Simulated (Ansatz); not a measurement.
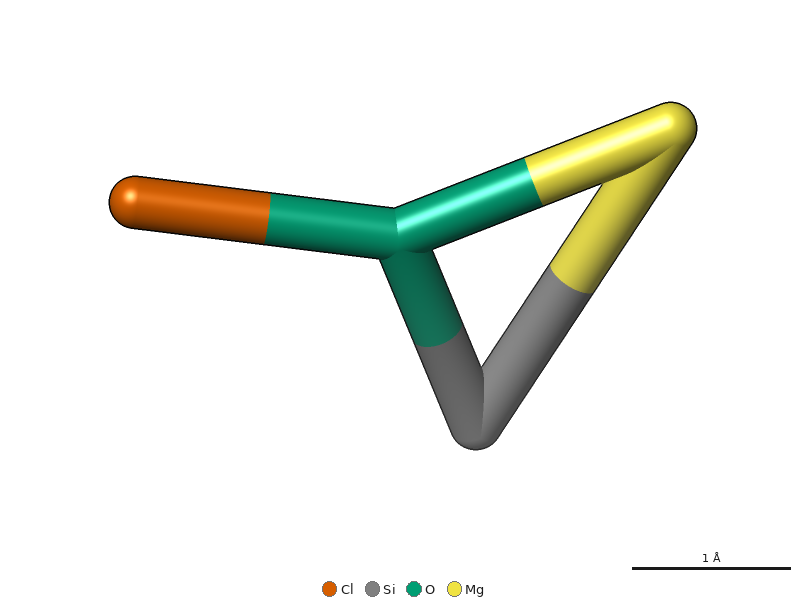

The picture shows the input geometry.

Ansatz 0.2.0 input:

```yaml
crystal:
  periodic: [false, false, false]
  atoms:
    - {symbol: Cl, position_ang: [0.788467, -1.227507, 1.851819]}
    - {symbol: Si, position_ang: [-0.475742, 0.248251, -0.144156]}
    - {symbol: O, position_ang: [0.846356, -0.502160, 0.337579]}
    - {symbol: Mg, position_ang: [1.806222, 0.256297, -1.061549]}
basis:
  gaussian: {orbitals: def2-SVP}
total_charge: 1
hamiltonian: {xc: pbe, dispersion: d4}
relax: {f_tol: 0.03, max_steps: 250}
```

Command:

```sh
ansatz run in.yaml --threads 2 --pin off --events-out ev --progress --plain --max-ram 4352MiB
```

What the program printed (its end):

```
mean field -27863.21090816 eV, -1023.9541145121 hartree, gradient 1.7e-5 eV, S^2 0.000000; 1 other end points of the search recorded, 0 dependent functions left out
the calculation of the forces begins
reference -27863.21095154 eV, -1023.9541161063 hartree; 25, 25 occupied and 43, 43 virtual orbitals, 713 factors
Total energy: -27863.32719958 eV, -1023.9583881429 hartree
Atom 0 at     1.350964    -1.166075     1.706615 Å, force     0.004933    -0.000119    -0.001684 eV/Å
Atom 1 at    -0.768536    -0.109760     0.321686 Å, force    -0.014027     0.000089     0.004671 eV/Å
Atom 2 at     0.322399     0.303895    -0.794188 Å, force    -0.001182     0.004030    -0.008222 eV/Å
Atom 3 at     2.060475    -0.253178    -0.250420 Å, force     0.010277    -0.004001     0.005235 eV/Å
Dipole moment:     0.794598     0.279911    -0.773293 e Å
```
